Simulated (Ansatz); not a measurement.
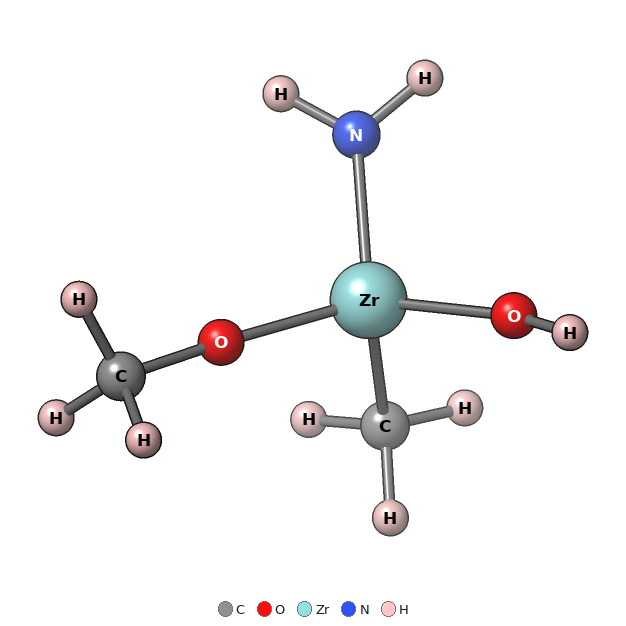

Depth is shown by fading: the farther an atom, the more it takes the colour of the background. Charge 0, singlet. The computed structure is the end point of a PBE0-D4/def2-TZVP optimisation.

**Which symmetry elements does this geometry have?**

It has no symmetry element but the identity, so the point group is C1. The group has 1 operation. The geometry is chiral, and symmetry allows a dipole moment.
